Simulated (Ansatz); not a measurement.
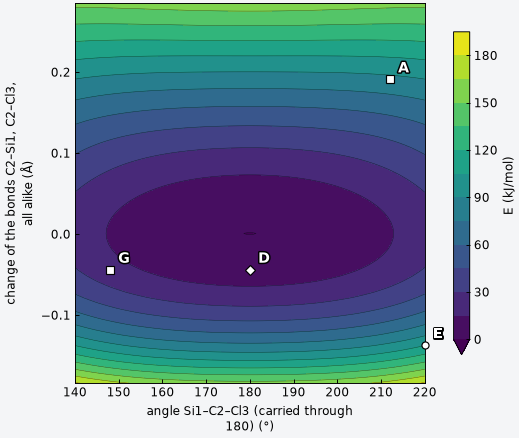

CClSi, SMILES [Si+]#CCl, charge +1. 
- Coordinates scanned: (1) angle Si1–C2–Cl3 (carried through 180); (2) change of the bonds C2–Si1, C2–Cl3, all alike.
- Nothing is relaxed (all other coordinates rigid).
- The grid has 11 × 11 points; 79 points were computed and 42 follow by symmetry.
- Points are written as (first, second).
- Energies: kJ/mol, counted from the lowest grid point.
- Level of theory: RKS PBE0-D4/def2-TZVP (Ansatz 0.2.0).

In the figure: filled contours, lettered points. Between grid points the surface is interpolated.

**Rank the lettered points by energy, lowest first.**

D (7 kJ/mol), G (21 kJ/mol), A (87 kJ/mol), E (104 kJ/mol).
